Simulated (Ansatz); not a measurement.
# Moving the knobs of a GW run on Ta3N5 (Cmcm)

Aim: change settings of a G0W0 run on Ta3N5 (Cmcm) and see what moves.

Method: G0W0 on LDA, plane waves, PAW; PAW set soft_1, in Ansatz 0.2.0.

### 1. Set-up

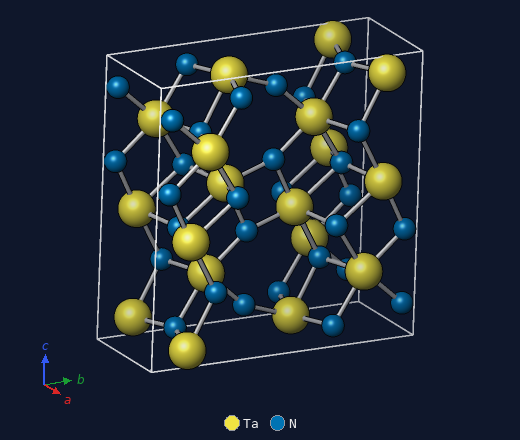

The starting structure, seen slightly off an axis (tantalum yellow, nitrogen blue). This picture shows the conventional cell, with its axes. Some periodic images of atoms are drawn too.

As a file:

```xyz
16
Lattice="1.9431 -5.1059 0.0000 1.9431 5.1059 0.0000 0.0000 0.0000 10.2624" Properties=species:S:1:pos:R:3 pbc="T T T"
Ta    1.9431   -3.0932    2.5656
Ta    1.9431    3.0932    7.6968
Ta    1.9431   -3.7319    5.7373
Ta    1.9431    3.7319    0.6061
Ta    1.9431    3.7319    4.5251
Ta    1.9431   -3.7319    9.6563
N     1.9431    2.6879    2.5656
N     1.9431   -2.6879    7.6968
N     1.9431   -4.6258    1.2263
N     1.9431    4.6258    6.3575
N     1.9431    4.6258    9.0361
N     1.9431   -4.6258    3.9049
N     1.9431   -1.9543    0.7572
N     1.9431    1.9543    5.8884
N     1.9431    1.9543    9.5052
N     1.9431   -1.9543    4.3740
```

The cell and positions come from the Crystallography Open Database and are kept as given unless a step says otherwise. Spin-orbit coupling is left out unless a step names it.

### 2. The base run: 4×4×2 mesh, 462 empty bands, screening to 100 eV, PAW set soft_1 files

G0W0 replaces the xc potential by the self-energy, built once from these orbitals. Only a window of levels is corrected, while the sums run over the empty bands that the input names. This step takes PAW set soft_1 files.

The input, input.yaml:

```yaml
crystal:
  lattice:
    - [1.9431, -5.1059, 0.0]
    - [1.9431, 5.1059, 0.0]
    - [0.0, 0.0, 10.2624]
  atoms:
    - { symbol: Ta, position: [0.8029, 0.1971, 0.25] }
    - { symbol: Ta, position: [0.1971, 0.8029, 0.75] }
    - { symbol: Ta, position: [0.86545, 0.13455, 0.55906] }
    - { symbol: Ta, position: [0.13455, 0.86545, 0.05906] }
    - { symbol: Ta, position: [0.13455, 0.86545, 0.44094] }
    - { symbol: Ta, position: [0.86545, 0.13455, 0.94094] }
    - { symbol: "N", position: [0.23678, 0.76322, 0.25] }
    - { symbol: "N", position: [0.76322, 0.23678, 0.75] }
    - { symbol: "N", position: [0.95299, 0.04701, 0.11949] }
    - { symbol: "N", position: [0.04701, 0.95299, 0.61949] }
    - { symbol: "N", position: [0.04701, 0.95299, 0.88051] }
    - { symbol: "N", position: [0.95299, 0.04701, 0.38051] }
    - { symbol: "N", position: [0.69138, 0.30862, 0.07378] }
    - { symbol: "N", position: [0.30862, 0.69138, 0.57378] }
    - { symbol: "N", position: [0.30862, 0.69138, 0.92622] }
    - { symbol: "N", position: [0.69138, 0.30862, 0.42622] }
kpoints:
  mp_grid: { grid: [4, 4, 2] }
hamiltonian:
  xc: lda
  pseudopotentials: { kind: paw, azcp: { folder: soft_1 }, xc_functional: pbe }
scf:
  occupations: { method: fixed }
gw:
  n_empty_bands: 462
  ecut_chi: 100
  qp_bands: [v4, c4]
  qp_kpoints: band_edges
  screening: { model: contour_deformation }
```

Run with:

```sh
$ ansatz run input.yaml --threads 2 --pin off --max-ram 92160MiB --backend cuda --events-out ev --progress --plain --runs-dir out --devices 1 --max-vram 13GiB
```

Numbers of over 12 decimals in the logs are rounded to 6 here.

Output:

```text
GPUs: using 1 of 1 available (devices: 1).
Engine: ansatz 0.2.0, x86_64-unknown-linux-gnu
Pseudopotentials: kind: paw
Pseudopotential: Ta, paw, valence charge 13, recommended cutoff 420 eV (normal), soft_1/Ta.paw.azcp
Pseudopotential: N, paw, valence charge 5, recommended cutoff 420 eV (normal), soft_1/N.paw.azcp
Functional definition: SPW92
  exchange = slater_x
  correlation = pw_c
device memory: the entry about to start is reckoned to put 3.2 GiB on a device that reports 52.3 GiB free (of which the cap on the GPU budget leaves the run 13.0 GiB)
GPU FFT provider: cuFFT
GPU libraries: cuBLAS 13.8.2, cuFFT 12.4.0, cuSOLVER 12.3.4
Crystal: 16 atoms, lattice volume = 203.632 Å³
Basis set: ecut = 420 eV, 3985 PW (Γ)
Bands: 80, of which v1, the nominal top of the filled ones, is band 64 counted from 1 (63 counted from 0)
Symmetry: 8 space group operations
Space group: Cmcm (ITA 63), of the structure as read, at distance tolerance 5.9e-5 Å
k-points: 14 of 32
Non-local potential: Ta, projectors of the file, l = 0: 3, l = 1: 2, l = 2: 2, l = 3: 1
Non-local potential: N, projectors of the file, l = 0: 2, l = 1: 2, l = 2: 1
PAW form: soft (Blöchl's): semilocal exchange-correlation on the pseudo side does not see the compensation charge
PAW frozen core: Ta, regenerated for the run's functional, and the local potential with it (the file was generated under x = pbe(κ = 0.804, μ = 0.219515), c = pbe(β = 0.066725))
PAW frozen core: N, regenerated for the run's functional, and the local potential with it (the file was generated under x = pbe(κ = 0.804, μ = 0.219515), c = pbe(β = 0.066725))
PAW one-centre angular grid: Ta, 590 points (default); XC on 64 Gauss nodes
PAW one-centre angular grid: N, 110 points (default); XC on 64 Gauss nodes
Initial density: superposition of atomic densities (chi_scale 0.1, normalization cell, long waves kept (reshape's long-wave potential 0.01 eV rms))
Initial wavefunctions: pseudopotential atomic-orbital guess
GPU buffer pool allocated for 115200 grid points (all kernels)
GPU transforms: local potential and band sums: pruned to the plane-wave sphere, on 40×40×72
Functional: x = slater, c = lda
SCF iter   1: F=—  HF=-61864.970500 eV  |F-HF|=—  |Δ(HF+E_count)|=         —  Δρ=1.10e-1  dr2=2.80e1  ethr=3.10e-3  ⟨swp⟩=4.5  Hψ=3833  notcnv=0  defer=190
preconditioner: auto → Resta (q_TF=auto, 2.525 Å⁻¹)  ε∞=6.3  [insulator: Δε(μ)=2.655 eV  Ē_g=10.129 eV  n_scr=56 (ndim 8)  ℏωp=23.3 eV  f_vac=0.013  ε∞_Penn≈6.3]
SCF iter   2: F=—  HF=-61858.267622 eV  |F-HF|=—  |Δ(HF+E_count)|=    6.70e0  Δρ=4.41e-2  dr2=2.58e0  ethr=3.10e-3  ⟨swp⟩=2.8  Hψ=2006  notcnv=0  defer=183
SCF iter   3: F=—  HF=-61857.720284 eV  |F-HF|=—  |Δ(HF+E_count)|=   5.47e-1  Δρ=2.26e-2  dr2=9.08e-1  ethr=2.01e-3  ⟨swp⟩=2.0  Hψ=1340  notcnv=0  defer=195
[...]
E_local      = -7373.115048  (includes V_loc(G=0)·N_el)
  E_nonlocal   = 335.132949
  E_hartree    = 2690.418017
  E_xc         = -2490.039322
  E_vxc        = -2141.640112  (∫ρ·V_xc dr)
  E_paw        = -49534.980711  (= ΣΔE_a)
  E_vpaw       = -857.478623  (= ΣTr[D̂ρ^β])
  E_aug_tail   = 0.009281  (compensation charges beyond the density's cutoff)
  E_ewald      = -9103.438537
  E_core_change = 2.354423  (= ΣΔE_core)
  E_smearing   = -0.000000  (= −TS)
  E_closure    = -0.000000  (closes the sum)
  Σ components = -61857.427208   (vs F -61857.427208, Δ=0.00e0)
--- Band table (eV; the first three rows and the last of 14) ---
  k-point 0: bands = [... 60 lower, 10.7078, 11.0238, 11.2545, 11.5047, 12.9008, 13.2184, 13.6041, 13.9085, ... 12 higher]
  k-point 1: bands = [... 60 lower, 10.8162, 10.8162, 10.9880, 10.9880, 13.0907, 13.0907, 13.9806, 13.9806, ... 12 higher]
  k-point 2: bands = [... 60 lower, 10.6254, 10.7514, 10.9152, 11.4205, 13.4283, 14.0203, 14.1446, 14.3602, ... 12 higher]
  k-point 13: bands = [... 60 lower, 10.3415, 10.3415, 10.9425, 10.9425, 13.0375, 13.0375, 14.1739, 14.1739, ... 12 higher]
--- G₀W₀: contour deformation, 7 samples at zero and on the imaginary axis and 1 off it, 32 q-points, 462 empty bands' worth ---
  eigenvalues of the whole cell's RPA ε∞ on this k-mesh (on a slab, of 1 + 4πα/V) = 10.9162, 10.9216, 14.1183; static W/v taken at q = 0 is 0.081359
  gw.qp_kpoints: band_edges: 13 of 14 stored k-points solved, in 1 pass; an edge of the gap read off the rows below is read off those points alone
    valence top: of the k-points left out ik 7 came nearest to being solved in a further pass, in band 64 (counted from 1, as in the quasiparticle table): it holds the edge there only if its correction is more favourable than any solved in that band by at least 0.859 eV; those differ by 0.091 eV
    conduction bottom: of the k-points left out ik 7 came nearest to being solved in a further pass, in band 66 (counted from 1, as in the quasiparticle table): it holds the edge there only if its correction is more favourable than any solved in that band by at least 1.112 eV; those differ by 0.068 eV
    ik  band        ε_KS         Σx   Σc(E_QP)       V_xc       Z   E_QP_lin       E_QP  E_QP is
     0    61     10.7078   -21.2017     2.9526   -18.3672  0.7440    10.8257    10.8260  root
     0    62     11.0238   -21.5509     2.9956   -18.7081  0.7440    11.1763    11.1767  root
     0    63     11.2545   -22.4630     3.0744   -19.5998  0.7511    11.4651    11.4658  root
     0    64     11.5047   -21.3368     2.5757   -18.9846  0.7504    11.7274    11.7282  root
     0    65     12.9008   -13.2976    -4.6296   -18.7893  0.7755    13.7788    13.7629  root
     0    66     13.2184   -13.7802    -4.4944   -19.1456  0.7715    14.1063    14.0894  root
     0    67     13.6041   -13.5220    -4.5719   -18.9585  0.7716    14.4859    14.4688  root
     0    68     13.9085   -13.1560    -5.1597   -19.2155  0.7633    14.8301    14.8083  root
[...]
13    65     13.0375   -13.5669    -4.4617   -18.8760  0.7723    13.9004    13.8848  root
    13    66     13.0375   -13.5669    -4.4617   -18.8760  0.7723    13.9004    13.8848  root
    13    67     14.1739   -13.2006    -4.4919   -18.5400  0.7671    15.0385    15.0213  root
    13    68     14.1739   -13.2006    -4.4919   -18.5400  0.7671    15.0385    15.0213  root
[key lines of the parts left out:]
SCF converged after 11 iterations
Free energy (F): -61857.427208 eV
Fermi energy:    11.504656 eV
```

The job ended after 37 s (1 × NVIDIA H100 80GB HBM3 (shared by 6 runs) with 2 threads of AMD EPYC 7R13 (Zen 3), shared host; peak memory 2.1 GiB; 43 s of CPU time).

Numbers from this step:

| Quantity | Value |
| --- | --- |
| bands summed | 526 |
| RPA ε∞ on this mesh (eigenvalues) | 10.92, 10.92, 14.12 |
| plane waves in the screening matrix | 475 |
| q-points in the mesh | 32 |
| G0W0 gap on the mesh | 1.773 eV |
| k of the valence top | 0, 0, 0 |
| k of the conduction bottom | -0.5, -0.5, 0 |
| starting gap on the mesh | 1.155 eV |
| Z at the valence top | 0.7504 |
| Z at the conduction bottom | 0.7788 |
| least direct G0W0 gap on the computed points | 2.002 eV |

The gap on the mesh goes from 1.16 eV to 1.77 eV, a correction of +0.62 eV. Between the two edge states, bare exchange in place of the xc potential would open the gap by 7.80 eV, and correlation takes back 7.18 eV.

### 3. Variant: accuracy level

Changes to input.yaml since step 2:

```diff
@@ -35 +35,2 @@
   screening: { model: contour_deformation }
+accuracy: low
```

Output:

```text
settings of this run that can trade accuracy for cost: accuracy: low. Do not mix this run's numbers with those of runs without the same settings; the input reference describes each key
GPUs: using 1 of 1 available (devices: 1).
[...]
GPU FFT provider: cuFFT
GPU libraries: cuBLAS 13.8.2, cuFFT 12.4.0, cuSOLVER 12.3.4
Crystal: 16 atoms, lattice volume = 203.632 Å³
Basis set: ecut = 420 eV, 3985 PW (Γ)
Bands: 80, of which v1, the nominal top of the filled ones, is band 64 counted from 1 (63 counted from 0)
[... 1 set-up line as in the run before ...]
[...]
k-points: 14 of 32
[...]
GPU buffer pool allocated for 115200 grid points (all kernels)
[...]
SCF iter   1: F=—  HF=-61864.970500 eV  |F-HF|=—  |Δ(HF+E_count)|=         —  Δρ=1.10e-1  dr2=2.80e1  ethr=3.10e-3  ⟨swp⟩=4.5  Hψ=3833  notcnv=0  defer=190
[...]
SCF iter  11: F=-61857.427208 eV  HF=-61857.427208 eV  |F-HF|=3.93e-8  |Δ(HF+E_count)|=   1.76e-7  Δρ=5.87e-6  dr2=8.34e-8  ethr=7.81e-11  ⟨swp⟩=11.8  Hψ=4074  notcnv=0
SCF 1 converged in 11 iterations: F = -61857.427208 eV  dr2 = 8.34e-8
[...]
NSCF: frozen V_eff on 14 k-points
[...]
G₀W₀ screening: q 1/14
[... further progress lines ...]
[...]
SCF converged after 11 iterations
Free energy (F): -61857.427208 eV
[...]
Internal energy: -61857.427208 eV  (E = F + TS)
E sigma→0 (E₀):  -61857.427208 eV
Fermi energy:    11.504656 eV
[...]
--- Band table (eV; the first three rows and the last of 14) ---
  k-point 0: bands = [... 60 lower, 10.7078, 11.0238, 11.2545, 11.5047, 12.9008, 13.2184, 13.6041, 13.9085, ... 12 higher]
  k-point 1: bands = [... 60 lower, 10.8162, 10.8162, 10.9880, 10.9880, 13.0907, 13.0907, 13.9806, 13.9806, ... 12 higher]
  k-point 2: bands = [... 60 lower, 10.6254, 10.7514, 10.9152, 11.4205, 13.4283, 14.0203, 14.1446, 14.3602, ... 12 higher]
  k-point 13: bands = [... 60 lower, 10.3415, 10.3415, 10.9425, 10.9425, 13.0375, 13.0375, 14.1739, 14.1739, ... 12 higher]
[...]
0    61     10.7078   -21.2017     2.9528   -18.3672  0.7441    10.8259    10.8262  root
     0    62     11.0238   -21.5509     2.9958   -18.7081  0.7441    11.1765    11.1769  root
     0    63     11.2545   -22.4630     3.0746   -19.5998  0.7512    11.4654    11.4660  root
     0    64     11.5047   -21.3368     2.5757   -18.9846  0.7504    11.7274    11.7281  root
     0    65     12.9008   -13.2976    -4.6298   -18.7893  0.7756    13.7790    13.7627  root
     0    66     13.2184   -13.7802    -4.4945   -19.1456  0.7715    14.1064    14.0892  root
     0    67     13.6041   -13.5220    -4.5721   -18.9585  0.7716    14.4861    14.4686  root
     0    68     13.9085   -13.1560    -5.1592   -19.2155  0.7637    14.8306    14.8088  root
[...]
13    65     13.0375   -13.5669    -4.4618   -18.8760  0.7724    13.9005    13.8847  root
    13    66     13.0375   -13.5669    -4.4618   -18.8760  0.7724    13.9005    13.8847  root
    13    67     14.1739   -13.2006    -4.4920   -18.5400  0.7671    15.0386    15.0213  root
    13    68     14.1739   -13.2006    -4.4920   -18.5400  0.7671    15.0386    15.0213  root
```

Wall time 44 s (1 × NVIDIA H100 80GB HBM3 (shared by 6 runs) with 2 threads); peak memory 2.1 GiB.

The G0W0 gap on the mesh is 1.772 eV.

Against the base:

| setting | base | variant |
| --- | --- | --- |
| accuracy | - | low |

| quantity | variant | base |
| --- | --- | --- |
| starting gap on the mesh | 1.155 | 1.155 |
| G0W0 gap on the mesh | 1.772 | 1.773 |
| least direct G0W0 gap on the computed points | 2.002 | 2.002 |
| Z at the valence top | 0.750 | 0.750 |
| Z at the conduction bottom | 0.779 | 0.779 |

### 4. Summary of results

| Quantity | Value |
| --- | --- |
| base | 1.77 eV, 37 s |
| accuracy level | 1.77 eV, 44 s |

Accuracy level: the gap moves by −0.0003 eV. All runs here use a coarse mesh and modest cutoffs; they test settings and are not final values. The many-body steps are scalar-relativistic: spin-orbit coupling is not in them.

[Paths, hosts, dates, memory and timing lines, banners, echoed tables and standing remarks are left out of the program output.]

[Logs are printed without paths, hosts, clocks, repeated set-up lines and the standing remarks that a program may print on its own settings, such as how far it seeks lower states.]

[Runs of the session that timed out or met a known fault of the program may be left out.]

[Cells called generated may have been cut or substituted from an entry of the Crystallography Open Database or the Materials Project.]

[Hosts, paths, dates, database ids (printed as entryN), source tags and the programs' standing remarks are cut or masked in the printed files.]
